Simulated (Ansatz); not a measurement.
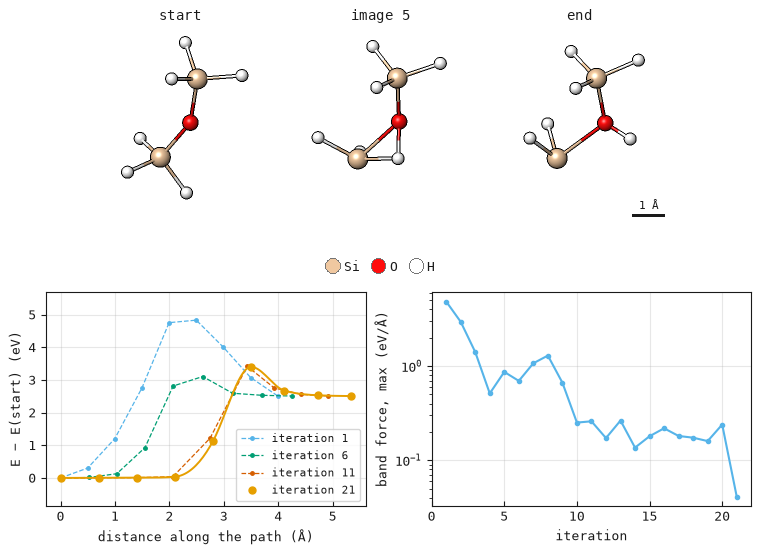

A nudged-elastic-band calculation for Si₂H₆O. Images are numbered from 0 (start) to 8 (end). The plot follows the band through its iterations. A ball-and-stick model, seen from a free direction.

Theory: RKS B3LYP-D4/def2-SVP in Ansatz 0.2.0. Set-up: 7 movable images; climbing image; force threshold 0.05 eV/Å; iteration limit 60; starting path through a guess of the saddle point.

### How did the profile develop, and is the result final?

The result is final at these settings. The band converged in 21 iterations. The largest component of the band force went from 4.9 to 0.041 eV/Å. The climbing image converged on the top of the path. Its vibrational analysis gives one imaginary mode (1504i cm⁻¹), as a transition state must have. The first iteration put the highest image at 4.83 eV. Forward barrier 3.40 eV, backward barrier 0.89 eV, with image 5 at the top; the reaction energy is +2.51 eV.

Cost: 2.7 min on 1 thread of AMD EPYC 9R45 96-Core Processor (Zen 5) (shared host), peak memory 0.17 GiB.
